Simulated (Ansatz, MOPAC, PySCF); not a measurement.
C2H4 (SMILES C=C) and CH3NO (SMILES NC=O) are pulled apart as rigid monomers along the line of their centres of mass, from the B3LYP-D3(BJ)/def2-TZVP minimum. Starting geometry (charge 0, multiplicity 1):
```csv
atom,x (Å),y (Å),z (Å)
C,0.4519,0.4774,0.7391
C,-0.4232,-0.5141,0.6331
H,1.2096,0.4683,1.5133
H,0.4487,1.3184,0.0556
H,-1.1806,-0.5278,-0.1418
H,-0.3974,-1.3525,1.3186
N,-0.9590,0.4958,3.9192
C,-0.0705,-0.3495,4.4909
O,0.7501,-1.0084,3.8888
H,-0.9634,0.6063,2.9151
H,-1.6137,1.0116,4.4796
H,-0.1645,-0.3847,5.5920
```

Interaction energies with rigid monomers; basis-set methods are counterpoise corrected unless marked otherwise.

Correlated levels freeze the cores. Rows in 3-21G carry no dispersion term and start afresh at each structure. The state that AM1 reach isn't checked.

The values were computed with Ansatz (Gaussian orbitals); MOPAC for AM1 (differences of heats of formation); PySCF for 3-21G rows. Values without a source in brackets are computed.

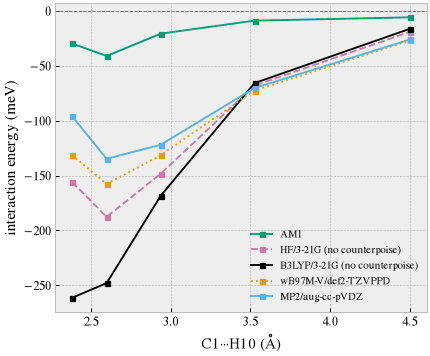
Interaction energy against separation

**Question.** Which level binds most strongly at C1···H10 = 2.60, and by how much?

**Answer.** B3LYP/3-21G (no counterpoise), -248 meV.

Ansatz is a program for electronic structure.
